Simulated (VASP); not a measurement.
Band structure of HfSi (relaxed from the CsCl type structure, space group Pm-3m). All values below come from PBEsol GGA, VASP's PBE PAW potentials (set 64) (plane waves; VASP 6.6.1).

Unless said otherwise, spin-orbit coupling is left out, though it shifts the bands of the heavy elements here.

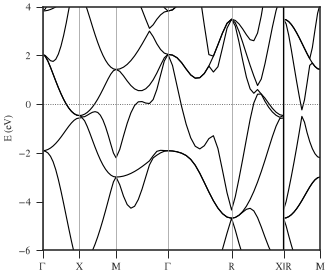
Fig. 1. Bands along high-symmetry lines, zero at the valence-band maximum or, without a gap, the Fermi level

Task: Read the plot: is there a gap, and where are the band edges?

Result: It has no gap at this level: it comes out as a metal or semimetal. (Edges off the drawn lines would not show.)

The structure was generated: HfSi was put into the CsCl type type (Pm-3m), which need not be its known phase. It was relaxed first, which changed the volume by -33 %.
